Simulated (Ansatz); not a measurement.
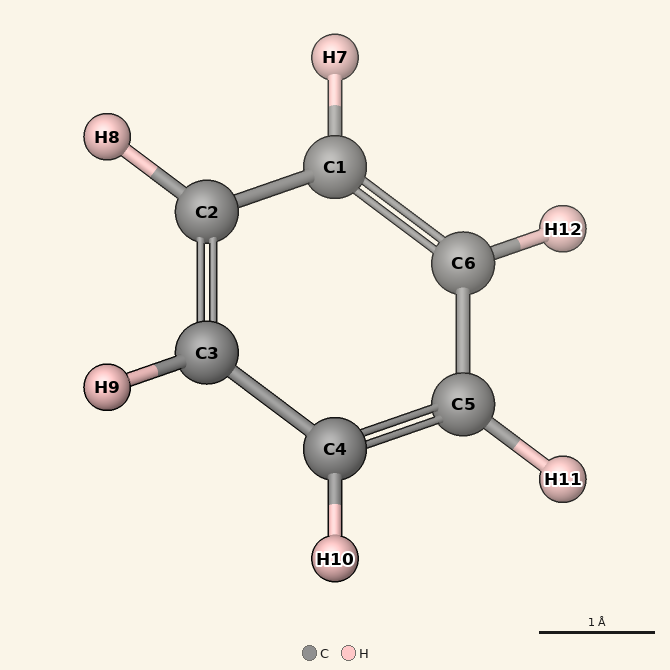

Figure made from data computed with Ansatz.

Orthographic view. Atoms fade into the background with distance from the viewer. Geometry: a fixed input geometry, not necessarily a minimum.

Write a MOL file (V2000) with the atoms in numerical order, bonds sorted by atom number with the orders drawn, and coordinates in the frame of the picture: x right, y up, z towards the viewer, origin at the mean position.

```
C6H6
                    3D

 12 12  0  0  0  0  0  0  0  0999 V2000
    0.0000    1.2300   -0.6500 C   0  0  0  0  0  0  0  0  0  0  0  0
   -1.1200    0.8400    0.1000 C   0  0  0  0  0  0  0  0  0  0  0  0
   -1.1200   -0.3900    0.7500 C   0  0  0  0  0  0  0  0  0  0  0  0
    0.0000   -1.2300    0.6500 C   0  0  0  0  0  0  0  0  0  0  0  0
    1.1200   -0.8400   -0.1000 C   0  0  0  0  0  0  0  0  0  0  0  0
    1.1200    0.3900   -0.7500 C   0  0  0  0  0  0  0  0  0  0  0  0
    0.0000    2.1900   -1.1600 H   0  0  0  0  0  0  0  0  0  0  0  0
   -1.9900    1.5000    0.1800 H   0  0  0  0  0  0  0  0  0  0  0  0
   -1.9900   -0.6900    1.3400 H   0  0  0  0  0  0  0  0  0  0  0  0
    0.0000   -2.1900    1.1600 H   0  0  0  0  0  0  0  0  0  0  0  0
    1.9900   -1.5000   -0.1800 H   0  0  0  0  0  0  0  0  0  0  0  0
    1.9900    0.6900   -1.3400 H   0  0  0  0  0  0  0  0  0  0  0  0
  1  2  1  0
  1  6  2  0
  1  7  1  0
  2  3  2  0
  2  8  1  0
  3  4  1  0
  3  9  1  0
  4  5  2  0
  4 10  1  0
  5  6  1  0
  5 11  1  0
  6 12  1  0
M  END
```
